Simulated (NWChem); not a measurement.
**CH4N (methyl amino radical) at 4 levels**

Wanted: a comparison of 4 runs (UHF/STO-3G, UHF/3-21G, UB3LYP/6-31G*) of CH4N (methyl amino radical). 

Program for the calculation: NWChem 7.3.0.

## 1. The structure to begin with

The species is CH4N (6 atoms), meant as a doublet with charge 0. As SMILES, `C[NH]`. Geometry: relaxed at PBE0-D4/def2-TZVP.

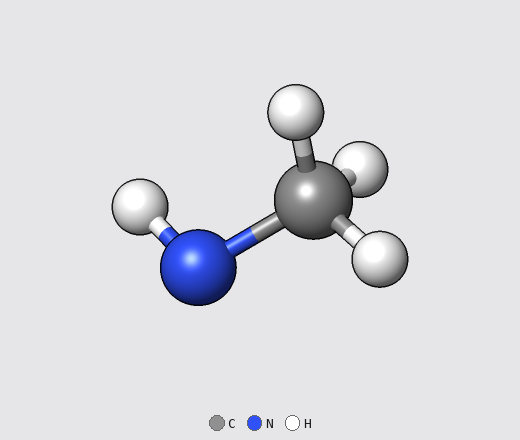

Viewed from a chosen angle; carbon grey, nitrogen blue, hydrogen white.

## 2. Energy and gradient at UHF/STO-3G (run 1)

The input, input.nw:

```
start input
memory total 2200 mb
charge 0

geometry noautosym nocenter noautoz
C     -0.068100    -0.273300    -0.237300
N     -0.284200     0.423100     0.992400
H     -0.267300     0.373500    -1.106000
H     -0.712900    -1.151300    -0.303700
H      0.978900    -0.597100    -0.342200
H      0.353600     1.225100     0.996700
end

basis spherical bse
* library STO-3G
end

scf
nopen 1
uhf
thresh 1e-08
maxiter 80
print low
end

task scf gradient
```

Started as:

```console
nwchem input.nw > input.out
```

The log of the run:

```text
[...]
  functions       =    14
[...]
  wavefunction    = UHF
[...]
         Total SCF energy =    -93.420840045587
      One electron energy =   -198.228919729478
      Two electron energy =     68.538715472808
 Nuclear repulsion energy =     36.269364211084
                       Sz =      0.5000
                 Sz(Sz+1) =      0.7500
                      S^2 =      0.7584
[...]
                         UHF ENERGY GRADIENTS
    atom               coordinates                        gradient
                 x          y          z           x          y          z
   1 C      -0.128690  -0.516462  -0.448432   -0.019652   0.021151   0.059534
   2 N      -0.537060   0.799543   1.875364    0.033808  -0.000242  -0.054522
   3 H      -0.505124   0.705813  -2.090037    0.001778   0.004517  -0.005999
   4 H      -1.347186  -2.175642  -0.573910   -0.001248  -0.001975  -0.000734
   5 H       1.849853  -1.128355  -0.646664    0.007136   0.000391  -0.002785
   6 H       0.668207   2.315103   1.883490   -0.021822  -0.023842   0.004506
 Task  times  cpu:        0.3s     wall:        0.3s
 Total times  cpu:        0.4s     wall:        0.4s
```

It took 0.99 s on 1 thread of Intel Xeon Platinum 8488C (Sapphire Rapids), shared host; peak memory 0.096 GiB.

## 3. Energy and gradient at UHF/3-21G (run 2)

The input, ch4n.xyz:

```xyz
6

C     -0.068100    -0.273300    -0.237300
N     -0.284200     0.423100     0.992400
H     -0.267300     0.373500    -1.106000
H     -0.712900    -1.151300    -0.303700
H      0.978900    -0.597100    -0.342200
H      0.353600     1.225100     0.996700
```

The input, run.py:

```python
from ase.io import read
from ase.calculators.nwchem import NWChem

system = read('ch4n.xyz')

calc = NWChem(
    label='ch4n',
    theory='scf',
    memory='2200 mb',
    basis='3-21G',
    basispar='spherical bse',
    scf={'nopen': '1', 'uhf': None, 'thresh': '1e-08', 'maxiter': '80'},
)
system.calc = calc

forces = system.get_forces()
print(f"energy = {system.get_potential_energy():.6f} eV")
print("forces (eV/A):")
for s, f in zip(system.symbols, forces):
    print(f"{s:2s} {f[0]:10.5f} {f[1]:10.5f} {f[2]:10.5f}")
```

Started as:

```console
export ASE_NWCHEM_COMMAND="nwchem PREFIX.nwi > PREFIX.nwo"
python run.py
```

The log of the run:

```text
energy = -2559.499809 eV
forces (eV/A):
C     0.31671   -1.05929   -1.88734
N    -0.04181    0.90081    1.22595
H    -0.02237   -0.25546    0.29969
H     0.24852    0.33471    0.02849
H    -0.38484    0.02391    0.08156
H    -0.11616    0.05538    0.25166
```

The calculator wrote ch4n.nwi:

```
title "ch4n"

permanent_dir ch4n

scratch_dir ch4n

start ch4n

geometry units angstrom nocenter noautosym noautoz
  C  -6.8099999999999994e-02 -2.7329999999999999e-01 -2.3730000000000001e-01
  N  -2.8420000000000001e-01 4.2309999999999998e-01 9.9239999999999995e-01
  H  -2.6729999999999998e-01 3.7350000000000000e-01 -1.1060000000000001e+00
  H  -7.1289999999999998e-01 -1.1513000000000000e+00 -3.0370000000000003e-01
  H  9.7889999999999999e-01 -5.9709999999999996e-01 -3.4220000000000000e-01
  H  3.5360000000000003e-01 1.2251000000000001e+00 9.9670000000000003e-01
end

memory 2200 mb

basis spherical bse noprint
   * library 3-21G
end

scf
  nopen 1
  uhf
  thresh 1e-08
  maxiter 80
end

task scf gradient
```

ch4n.nwo:

```text
Northwest Computational Chemistry Package (NWChem) 7.3.0
             --------------------------------------------------------

           Job information
           ---------------

    nwchem branch   = 7.3.0
    use scalapack   = T
    input           = ch4n.nwi
    prefix          = ch4n.
    data base       = ch4n/ch4n.db
    status          = startup
    nproc           =        1

           Memory information
           ------------------

[... 5 lines left out ...]
    hardfail = no
[... 122 lines left out ...]
 1-e energy   =    -197.126140
[... 9 lines left out ...]
 Convergence threshold     :          1.000E-08
[... 17 lines left out ...]
      One electron energy =   -198.401539843681
[... 9 lines left out ...]
          Final alpha eigenvalues
[... 189 lines left out ...]
                     UHF Final Beta Molecular Orbital Analysis
[... 224 lines left out ...]
                 ----------------------------------------
                 |  Time  |  1-e(secs)   |  2-e(secs)   |
                 ----------------------------------------
                 |  CPU   |       0.00   |       0.07   |
                 ----------------------------------------
                 |  WALL  |       0.00   |       0.07   |
                 ----------------------------------------

 Task  times  cpu:        0.5s     wall:        0.5s
 Total times  cpu:        0.5s     wall:        0.5s
```

Wall time 1.7 s (1 thread of Intel Xeon Platinum 8488C (Sapphire Rapids), shared host); peak memory 0.097 GiB.

## 4. Energy and forces at UB3LYP/6-31G(d) (spherical functions) (run 3)

The input, run.py:

```python
from ase import Atoms
from ase.calculators.nwchem import NWChem

atoms = Atoms(['C', 'N', 'H', 'H', 'H', 'H'], positions=[
    [-0.068100, -0.273300, -0.237300],
    [-0.284200, 0.423100, 0.992400],
    [-0.267300, 0.373500, -1.106000],
    [-0.712900, -1.151300, -0.303700],
    [0.978900, -0.597100, -0.342200],
    [0.353600, 1.225100, 0.996700],
])

calc = NWChem(
    label='input',
    theory='dft',
    memory='2200 mb',
    basis='6-31G*',
    basispar='spherical bse',
    dft={'xc': 'b3lyp', 'mult': '2', 'grid': 'xfine', 'convergence': 'energy 1e-08', 'iterations': '100', 'mulliken': None, 'print': 'low'},
)
atoms.calc = calc

forces = atoms.get_forces()
print("Total energy (eV):", round(atoms.get_potential_energy(), 6))
print("forces (eV/A):")
for s, f in zip(atoms.symbols, forces):
    print(f"{s:2s} {f[0]:10.5f} {f[1]:10.5f} {f[2]:10.5f}")
```

Started as:

```console
export ASE_NWCHEM_COMMAND="nwchem PREFIX.nwi > PREFIX.nwo"
python run.py
```

The log of the run:

```text
Total energy (eV): -2590.208088
forces (eV/A):
C     0.07929   -0.05656   -0.21052
N    -0.27254   -0.02165    0.41498
H    -0.03137    0.04844   -0.13215
H    -0.06834   -0.09827   -0.01203
H     0.12151   -0.07194   -0.03759
H     0.17144    0.19998   -0.02273
```

The calculator wrote input.nwi:

```
title "input"

permanent_dir input

scratch_dir input

start input

geometry units angstrom nocenter noautosym noautoz
  C  -6.8099999999999994e-02 -2.7329999999999999e-01 -2.3730000000000001e-01
  N  -2.8420000000000001e-01 4.2309999999999998e-01 9.9239999999999995e-01
  H  -2.6729999999999998e-01 3.7350000000000000e-01 -1.1060000000000001e+00
  H  -7.1289999999999998e-01 -1.1513000000000000e+00 -3.0370000000000003e-01
  H  9.7889999999999999e-01 -5.9709999999999996e-01 -3.4220000000000000e-01
  H  3.5360000000000003e-01 1.2251000000000001e+00 9.9670000000000003e-01
end

memory 2200 mb

basis spherical bse noprint
   * library 6-31G*
end

dft
  xc b3lyp
  mult 2
  grid xfine
  convergence energy 1e-08
  iterations 100
  mulliken
  print low
end

task dft gradient
```

input.nwo:

```text
Northwest Computational Chemistry Package (NWChem) 7.3.0
             --------------------------------------------------------

           Job information
           ---------------

    nwchem branch   = 7.3.0
    use scalapack   = T
    input           = input.nwi
    prefix          = input.
    data base       = input/input.db
    status          = startup
    nproc           =        1

           Memory information
           ------------------

[... 5 lines left out ...]
    hardfail = no
[... 39 lines left out ...]
            Nuclear Dipole moment (a.u.)
[... 99 lines left out ...]
         Total DFT energy =      -95.188392298184
[... 1 line left out ...]
           Coulomb energy =       81.746668543238
[... 1 line left out ...]
 Nuclear repulsion energy =       36.269364211084
[... 62 lines left out ...]
                         DFT ENERGY GRADIENTS

    atom               coordinates                        gradient
                 x          y          z           x          y          z
   1 C      -0.128690  -0.516462  -0.448432   -0.001542   0.001100   0.004094
   2 N      -0.537060   0.799543   1.875364    0.005300   0.000421  -0.008070
   3 H      -0.505124   0.705813  -2.090037    0.000610  -0.000942   0.002570
   4 H      -1.347186  -2.175642  -0.573910    0.001329   0.001911   0.000234
   5 H       1.849853  -1.128355  -0.646664   -0.002363   0.001399   0.000731
   6 H       0.668207   2.315103   1.883490   -0.003334  -0.003889   0.000442

 Task  times  cpu:       17.0s     wall:       17.0s
 Total times  cpu:       17.0s     wall:       17.0s
```

Run time: 19 s. Hardware: 1 thread of Intel Xeon Platinum 8488C (Sapphire Rapids), shared host; peak memory 0.12 GiB.

## 5. Energy and forces at UB3LYP/6-31G(d) (Cartesian functions) (run 4)

Changes to run.py since step 4:

```diff
@@ -13,3 +13,3 @@
 calc = NWChem(
-    label='input',
+    label='ch4n',
     theory='dft',
@@ -17,4 +17,3 @@
     basis='6-31G*',
-    basispar='spherical bse',
-    dft={'xc': 'b3lyp', 'mult': '2', 'grid': 'xfine', 'convergence': 'energy 1e-08', 'iterations': '100', 'mulliken': None, 'print': 'low'},
+    dft={'xc': 'b3lyp', 'mult': '2', 'grid': 'xfine', 'convergence': 'energy 1e-08', 'iterations': '100', 'mulliken': None},
 )
```

Started as:

```console
export ASE_NWCHEM_COMMAND="nwchem PREFIX.nwi > PREFIX.nwo"
python run.py
```

The log of the run:

```text
Total energy (eV): -2590.269742
forces (eV/A):
C     0.08670   -0.05410   -0.21901
N    -0.29753   -0.03574    0.43693
H    -0.02957    0.04685   -0.13185
H    -0.06613   -0.09395   -0.01013
H     0.12002   -0.07091   -0.03924
H     0.18656    0.20785   -0.03677
```

The calculator wrote ch4n.nwi:

```
title "ch4n"

permanent_dir ch4n

scratch_dir ch4n

start ch4n

geometry units angstrom nocenter noautosym noautoz
  C  -6.8099999999999994e-02 -2.7329999999999999e-01 -2.3730000000000001e-01
  N  -2.8420000000000001e-01 4.2309999999999998e-01 9.9239999999999995e-01
  H  -2.6729999999999998e-01 3.7350000000000000e-01 -1.1060000000000001e+00
  H  -7.1289999999999998e-01 -1.1513000000000000e+00 -3.0370000000000003e-01
  H  9.7889999999999999e-01 -5.9709999999999996e-01 -3.4220000000000000e-01
  H  3.5360000000000003e-01 1.2251000000000001e+00 9.9670000000000003e-01
end

memory 2200 mb

basis noprint
   * library 6-31G*
end

dft
  xc b3lyp
  mult 2
  grid xfine
  convergence energy 1e-08
  iterations 100
  mulliken
end

task dft gradient
```

ch4n.nwo:

```text
Northwest Computational Chemistry Package (NWChem) 7.3.0
             --------------------------------------------------------

           Job information
           ---------------

    nwchem branch   = 7.3.0
    use scalapack   = T
    input           = ch4n.nwi
    prefix          = ch4n.
    data base       = ch4n/ch4n.db
    status          = startup
    nproc           =        1

           Memory information
           ------------------

[... 5 lines left out ...]
    hardfail = no
[... 119 lines left out ...]
          Convergence on energy requested:  1.00D-08
[... 29 lines left out ...]
          total energy or number of iterations.
[... 84 lines left out ...]
      One electron energy =     -199.380931496232
[... 659 lines left out ...]
          Convergence on energy requested:  1.00D-08
[... 29 lines left out ...]
          total energy or number of iterations.
[... 37 lines left out ...]
                 ----------------------------------------
                 |  Time  |  1-e(secs)   |  2-e(secs)   |
                 ----------------------------------------
                 |  CPU   |       0.00   |       0.36   |
                 ----------------------------------------
                 |  WALL  |       0.00   |       0.36   |
                 ----------------------------------------

 Task  times  cpu:       18.5s     wall:       18.5s
 Total times  cpu:       18.5s     wall:       18.5s
```

Wall time 20 s (1 thread of Intel Xeon Platinum 8488C (Sapphire Rapids), shared host); peak memory 0.12 GiB.

## 6. Overview of the runs

```
run                                level  iteration cap  module  energy (Eh)   ⟨S²⟩  largest force (eV/Å)  wall time
  1                           UHF/STO-3G             80     scf   -93.420840  0.758                 3.402     0.99 s
  2                            UHF/3-21G             80     scf   -94.059884  0.759                 2.187      1.7 s
  3  UB3LYP/6-31G* (spherical functions)            100     dft   -95.188392  0.753                 0.497       19 s
  4  UB3LYP/6-31G* (Cartesian functions)            100     dft   -95.190658  0.753                 0.530       20 s
```

## 7. Outcome

| quantity | value |
| --- | --- |
| run 4: total energy | -95.19066 Eh |
| run 4: dipole moment | 2.00 D |
| run 4: HOMO energy (highest over α and β) | -7.09 eV |
| run 4: LUMO energy (lowest over α and β) | -2.16 eV |
| run 4: ⟨S²⟩ | 0.753 |
| run 4: largest force on an atom | 0.530 eV/Å |

In run 1 the basis is minimal, so the values are rough. All runs together took 41 s, the longest 20 s.
